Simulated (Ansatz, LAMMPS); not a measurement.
## Atom list for Glassy 81SiO2-7Na2O-7CaO-4ZnO (mol %) (78 atoms)

The starting structure: 78 atoms (22 Si, 4 Na, 2 Ca, 1 Zn, 49 O) placed at random at 2.4 g/cm³, melted at 4000 K for 10 ps at fixed volume with the Morse and Coulomb pair potential with partial charges (Pedone, Malavasi, Menziani, Cormack and Segre, J. Phys. Chem. B 110, 11780 (2006)). Quenched from 4000 K to 300 K at 300 K/ps and fixed volume, held 10 ps at zero pressure.

This is the frame at 150 fs of a trajectory (instantaneous temperature 756 K). Method: Kohn-Sham DFT, PBE, PAW (set soft_2), plane waves (Ansatz 0.2.0); cutoff 420 eV, Γ point, fermi-dirac smearing of 0.078 eV; density 2.62 g/cm³.

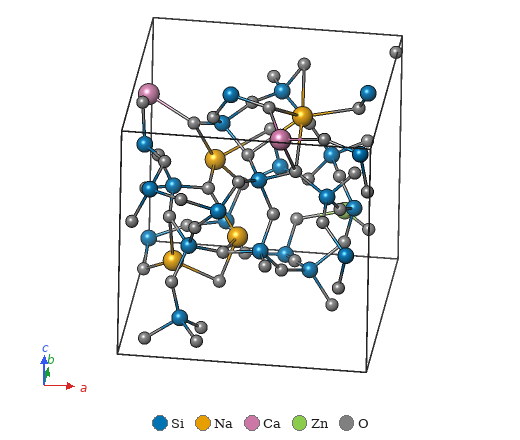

The structure (silicon blue, sodium orange, calcium pink, zinc green, oxygen grey). Bonds to atoms that aren't drawn are left out.

Cell vectors (Å):

```
10.125 0.000 0.000
0.000 10.125 0.000
0.000 0.000 10.125
```

Positions (Å):

```
1 Si 2.520 2.448 3.890
2 Si 5.367 2.982 3.598
3 Si 0.243 7.939 1.253
4 Si 5.489 8.465 8.082
5 Si 3.924 4.118 9.996
6 Si 9.133 0.588 4.917
7 Si 0.515 3.689 7.689
8 Si 3.898 0.733 6.431
9 Si 5.794 8.104 0.879
10 Si 5.294 9.882 3.913
11 Si 2.322 1.530 1.060
12 Si 9.671 0.342 9.689
13 Si 8.831 5.659 4.470
14 Si 1.070 1.033 7.048
15 Si 8.018 3.180 6.171
16 Si 3.355 6.132 7.629
17 Si 5.168 3.755 6.406
18 Si 7.572 8.250 5.453
19 Si 9.349 5.380 9.866
20 Si 3.262 8.906 1.784
21 Si 1.545 5.065 5.197
22 Si 7.149 5.072 1.830
23 Na 6.654 5.759 8.397
24 Na 2.853 8.191 4.902
25 Na 4.135 5.534 2.850
26 Na 1.637 4.720 1.984
27 Ca 0.153 7.783 7.857
28 Ca 6.252 1.788 9.334
29 Zn 7.955 9.830 2.169
30 O 8.062 1.519 5.867
31 O 6.142 3.853 2.359
32 O 9.989 0.347 8.002
33 O 1.950 1.676 2.588
34 O 3.827 9.472 3.234
35 O 5.523 3.794 9.703
36 O 6.688 3.489 7.062
37 O 4.519 2.291 7.020
38 O 0.320 5.971 4.528
39 O 5.767 1.380 3.762
40 O 0.351 1.118 5.487
41 O 1.583 3.589 4.548
42 O 5.773 3.819 4.886
43 O 8.873 6.362 8.648
44 O 8.908 9.196 5.735
45 O 0.341 4.192 9.326
46 O 6.596 8.624 4.104
47 O 3.829 3.237 3.290
48 O 8.143 0.832 9.990
49 O 8.087 6.749 5.306
50 O 2.115 6.889 7.158
51 O 6.392 8.204 9.508
52 O 1.765 8.170 1.837
53 O 2.883 5.791 4.822
54 O 6.668 8.087 6.908
55 O 2.860 1.579 5.173
56 O 3.184 0.146 0.772
57 O 4.863 10.039 5.509
58 O 4.416 7.290 8.084
59 O 3.490 5.014 1.047
60 O 8.833 0.785 3.321
61 O 4.177 7.826 0.948
62 O 8.116 4.733 0.497
63 O 0.240 6.412 0.634
64 O 0.932 4.853 6.652
65 O 6.053 9.538 1.783
66 O 0.929 1.385 0.098
67 O 4.539 5.131 6.808
68 O 9.131 8.284 2.199
69 O 2.449 0.123 7.153
70 O 9.113 3.299 7.285
71 O 8.429 4.222 5.112
72 O 3.141 4.830 8.547
73 O 1.482 2.443 7.620
74 O 4.954 9.976 7.941
75 O 10.036 8.852 10.018
76 O 6.363 6.495 1.460
77 O 8.468 5.623 2.918
78 O 3.067 2.643 0.116
```

Q: Give the force on every atom.

Columns: atom, fx, fy, fz (forces in eV/Å).

```
1 -0.131 0.145 2.080
2 2.267 -0.858 -1.778
3 -1.854 -0.174 0.078
4 1.860 0.867 -1.086
5 -0.600 -0.640 -2.409
6 -4.060 0.410 -0.308
7 -1.849 2.437 2.565
8 -1.351 3.596 3.181
9 1.270 -1.573 1.887
10 2.560 0.249 -0.094
11 -0.995 -0.537 -5.928
12 2.094 2.091 -0.186
13 1.787 -1.480 -1.017
14 -1.130 -1.634 -0.990
15 -0.681 -3.827 1.381
16 2.677 -2.475 0.447
17 0.514 -2.315 2.158
18 -2.257 0.616 1.632
19 3.027 1.548 -2.721
20 -1.520 1.350 -3.079
21 -0.061 1.704 -0.927
22 2.004 2.018 0.180
23 0.046 -0.324 0.040
24 -0.497 -0.721 0.719
25 0.626 0.763 1.134
26 -0.924 0.295 -0.312
27 0.204 -0.040 -0.265
28 -0.443 -0.067 -0.929
29 -0.036 -0.792 -0.845
30 -0.775 1.143 -1.369
31 0.907 0.242 0.457
32 0.670 -0.410 0.366
33 -0.733 0.492 1.415
34 -0.083 -1.248 0.263
35 -1.481 0.304 0.050
36 -0.408 0.740 0.650
37 -0.459 -0.546 -1.409
38 -0.677 -0.236 -0.530
39 -0.496 0.029 -1.266
40 3.850 0.053 2.133
41 -0.903 -0.994 -1.973
42 -0.730 0.088 -0.219
43 -0.130 -1.056 0.411
44 -0.760 -0.051 -1.539
45 -1.007 0.740 -0.845
46 -1.069 1.797 1.205
47 -0.640 -0.226 -0.459
48 1.716 -0.777 0.453
49 -0.905 0.924 0.855
50 -2.061 2.456 -0.654
51 -0.739 0.448 -0.658
52 1.319 0.759 0.878
53 0.866 0.822 -0.918
54 0.089 0.577 -0.724
55 1.840 -1.648 0.418
56 0.034 -1.267 1.931
57 0.559 -2.307 -2.060
58 0.394 -0.053 0.487
59 -0.282 0.986 0.611
60 1.066 0.378 2.666
61 0.065 0.695 1.047
62 -1.824 -1.118 1.888
63 0.081 -0.968 0.653
64 -0.321 -1.023 1.539
65 -0.047 -1.574 -0.635
66 -2.149 -2.021 0.869
67 0.610 1.211 -1.248
68 0.548 -0.049 0.219
69 0.608 -0.066 -0.986
70 2.185 -0.088 2.276
71 0.511 1.453 -2.428
72 -0.334 -0.991 3.438
73 0.855 0.286 0.029
74 -0.331 0.715 0.154
75 0.592 1.164 -0.850
76 -0.568 1.000 0.096
77 -2.831 -1.580 -2.210
78 0.833 0.163 0.914
```

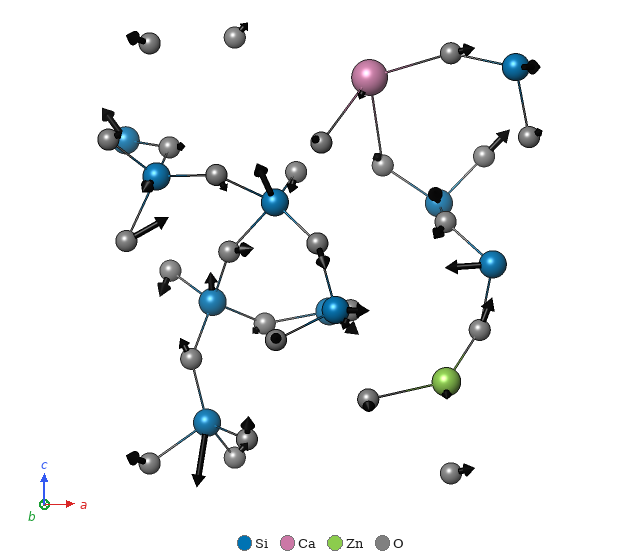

The forces as arrows, the longest 6.04 eV/Å. Drawn is a slice 4 Å thick, seen along the normal of the ac plane. Bonds to atoms that aren't drawn are left out.

The quench rate of 300 K/ps is many orders above laboratory rates, so the cell is likely richer in defects and strain than a real sample. The network of bonds at the start is that of the classical potential that made the cell, and needn't be the one that DFT or experiment would give. Only the Γ point is sampled, in a cell whose shortest periodic width is 10 Å.

The r.m.s. force component is 1.40 eV/Å; the longest force, 6.04 eV/Å, acts on Si11. The energy lies 18.4 meV/atom above that of the first step of this run.

[Logs are printed without paths, hosts, clocks, repeated set-up lines and the standing remarks that a program may print on its own settings, such as how far it seeks lower states.]

[Hosts, paths, dates, database ids (printed as entryN), source tags and the programs' standing remarks are cut or masked in the printed files.]
